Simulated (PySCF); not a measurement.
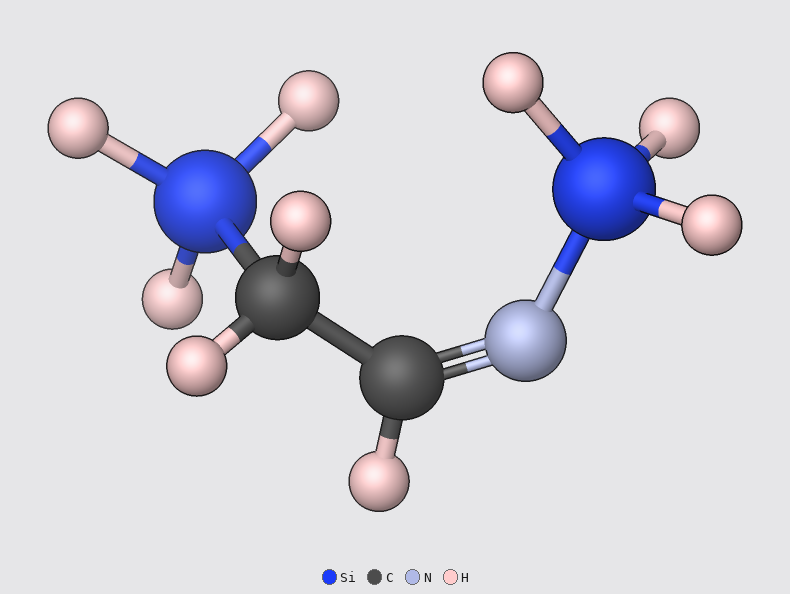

The picture shows a molecular structure as a ball-and-stick model.

> Count the atoms of each element.

C2H9NSi2, 14 atoms: 2 carbon, 9 hydrogen, 1 nitrogen and 2 silicon.

> Describe its rings.

It has no ring.

> Count the bonded pairs by element.

6 Si–H, 3 C–H, 1 C–Si, 1 C–C, 1 C–N, 1 N–Si.

> Give a SMILES string for it.

[SiH3]C/C=N\[SiH3]

> Which point group does it belong to?

C1.

More results for the same structure follow; atom numbers are the same in all pictures, views and colours differ. The geometry was computed by an optimisation with PBE0-D3(BJ)/def2-SVP. No frequency run is at hand to confirm it as a minimum.

## Shape

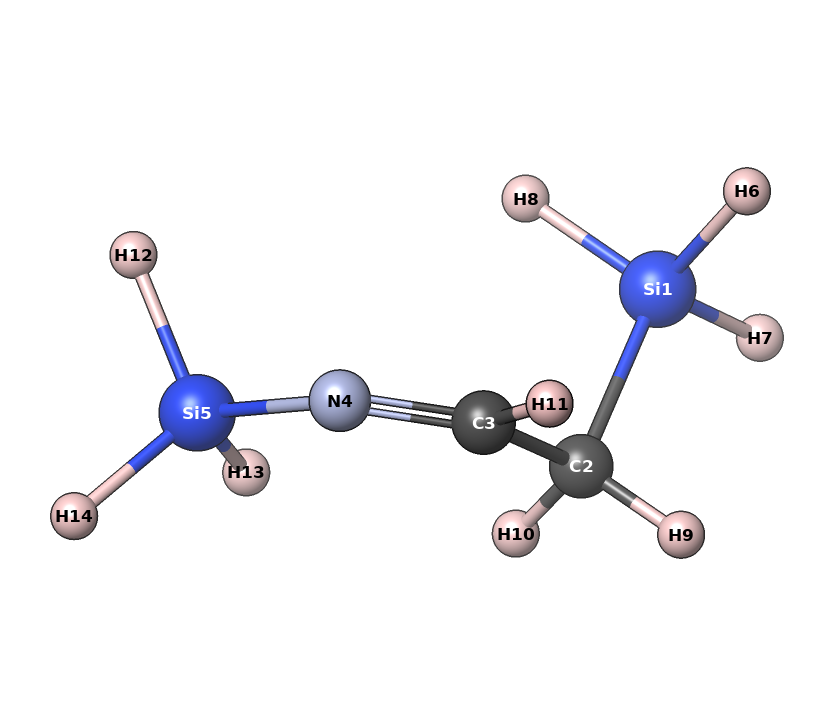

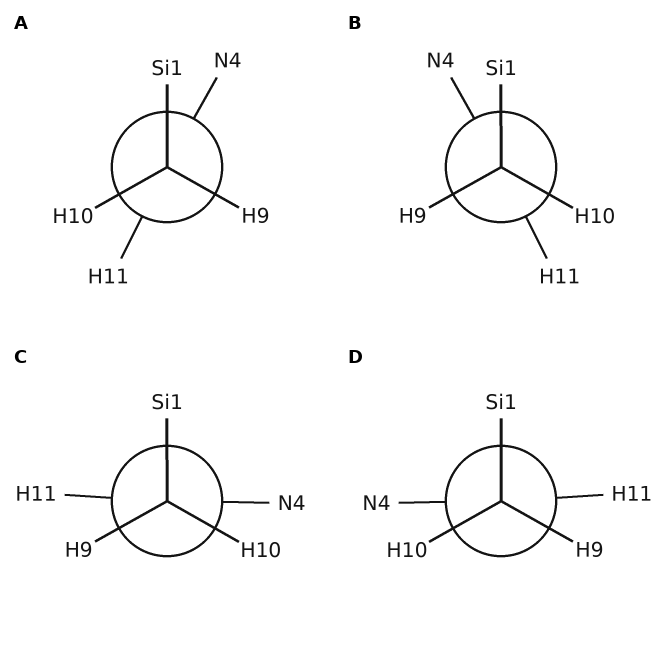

Atoms fade into the background with distance from the viewer. Bonds that would overlap in a projection are set slightly apart. No frequency run is at hand to confirm it as a minimum.

> Which Newman projection shows the view along C2–C3, with C2 in front?

C. The torsion angle Si1–C2–C3–N4 is 91°, about perpendicular.

## Bond orders

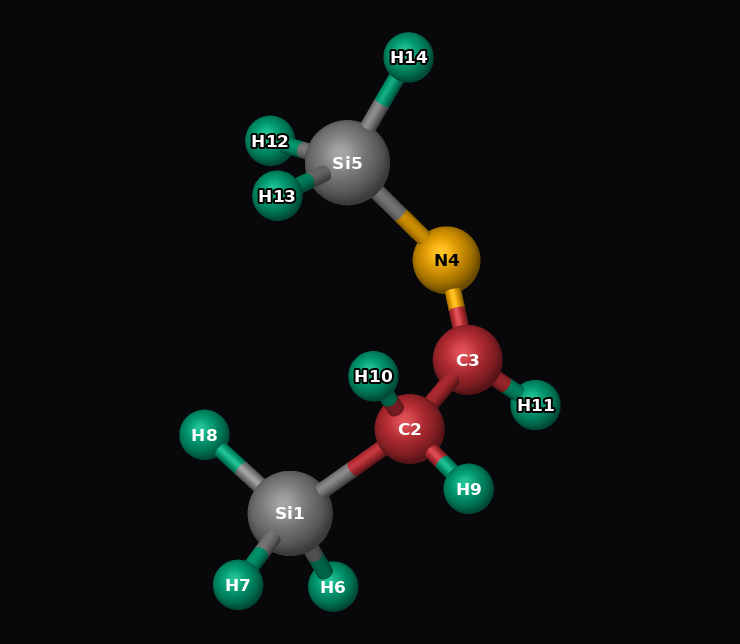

Every bond is drawn as one stick. No frequency run is at hand to confirm it as a minimum. Level of theory: PBE0/6-31G* (PySCF 2.14.0).

List the Mayer bond orders of Si1–C2, Si1–H6, Si1–H7, Si1–H8, C2–C3, C2–H9, C2–H10, C3–N4, C3–H11, N4–Si5, Si5–H12, Si5–H13, Si5–H14.

| bond | Mayer order | length (Å) |
| --- | --- | --- |
| Si1–C2 | 0.90 | 1.900 |
| Si1–H6 | 0.95 | 1.494 |
| Si1–H7 | 0.94 | 1.493 |
| Si1–H8 | 0.95 | 1.493 |
| C2–C3 | 0.98 | 1.497 |
| C2–H9 | 0.91 | 1.102 |
| C2–H10 | 0.91 | 1.102 |
| C3–N4 | 1.90 | 1.265 |
| C3–H11 | 0.90 | 1.110 |
| N4–Si5 | 1.02 | 1.743 |
| Si5–H12 | 0.94 | 1.492 |
| Si5–H13 | 0.90 | 1.505 |
| Si5–H14 | 0.94 | 1.491 |

## Charges

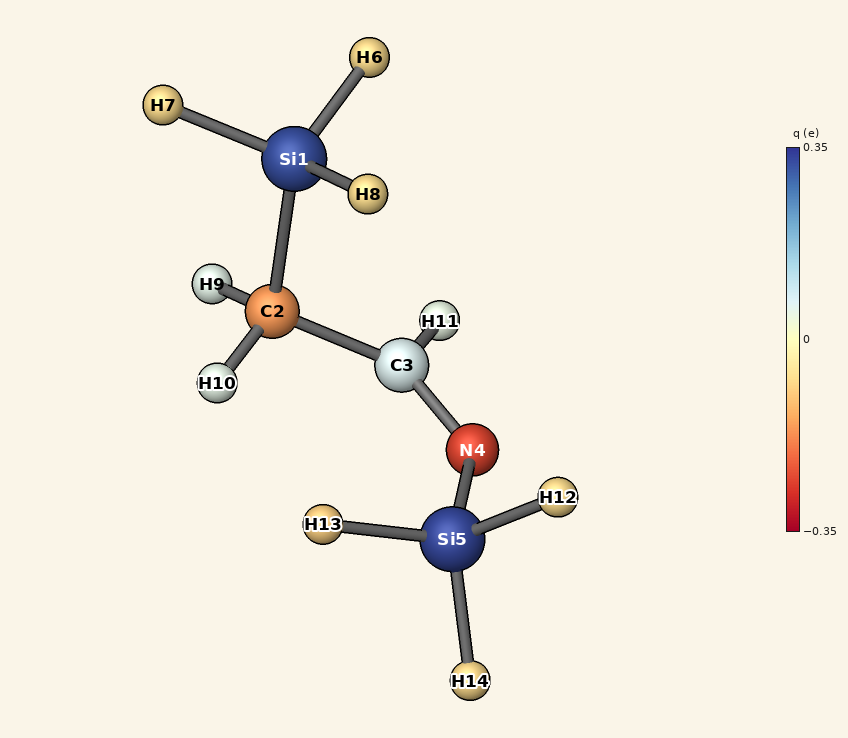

Atoms are coloured by their Hirshfeld charges. No frequency run is at hand to confirm it as a minimum. Level of theory: PBE0/cc-pVTZ, gas phase (PySCF 2.14.0).

> Which atom carries the highest charge (most positive or least negative)?

Si5 (0.33 e).

> And the lowest?

N4 (−0.25 e).

List the Hirshfeld charges.

| atom | value (e) |
| --- | --- |
| Si1 | 0.32 |
| C2 | −0.16 |
| C3 | 0.07 |
| N4 | −0.25 |
| Si5 | 0.33 |
| H6 | −0.07 |
| H7 | −0.07 |
| H8 | −0.07 |
| H9 | 0.05 |
| H10 | 0.05 |
| H11 | 0.05 |
| H12 | −0.07 |
| H13 | −0.09 |
| H14 | −0.07 |

## Dipole moment

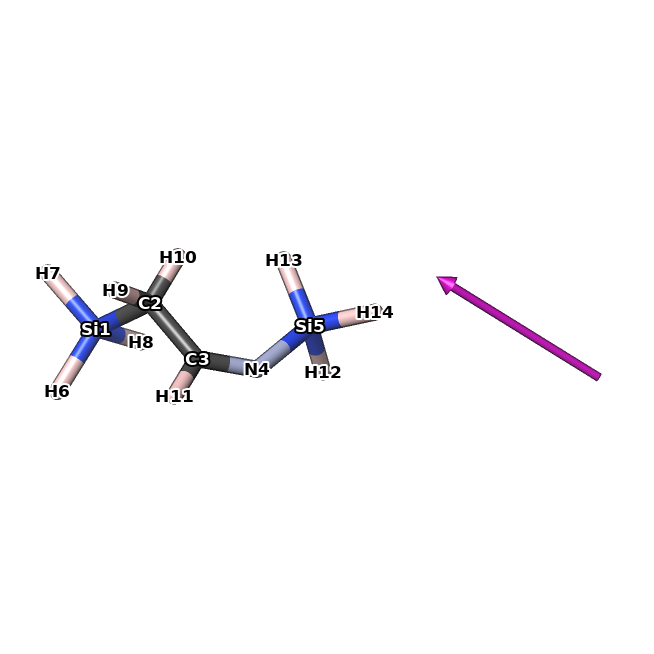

The arrow beside the molecule shows the direction of the dipole moment, from the negative to the positive end (its length means nothing). No frequency run is at hand to confirm it as a minimum. Properties computed with PBE/def2-SVPD, gas phase (PySCF 2.14.0).

> Estimate the dipole moment.

2.08 D; it points from the side of H12, H14 to the side of H7 (the outermost atoms at the two ends).

## Levels of theory compared

No frequency run is at hand to confirm it as a minimum. Program: PySCF 2.14.0.

At this fixed geometry, give HOMO energy (eV), lowest singlet excitation (eV), polarisability (bohr³) at these levels: B3LYP/def2-SVPD; BHandHLYP/def2-SVPD; LC-wPBE/def2-SVPD; PBE/def2-SVPD; PBE0/6-31+G*; PBE0/6-31G*; PBE0/aug-cc-pVDZ; PBE0/def2-TZVPD.

```csv
level,HOMO energy (eV),lowest singlet excitation (eV),polarisability (bohr³)
B3LYP/def2-SVPD,−6.72,4.06,90.2
BHandHLYP/def2-SVPD,−8.24,4.34,86.4
LC-wPBE/def2-SVPD,−9.64,4.19,86.3
PBE/def2-SVPD,−5.59,3.84,93.8
PBE0/6-31+G*,−6.92,4.17,82.2
PBE0/6-31G*,−6.74,4.22,72.8
PBE0/aug-cc-pVDZ,−6.91,4.11,91.6
PBE0/def2-TZVPD,−6.96,4.09,90.8
```
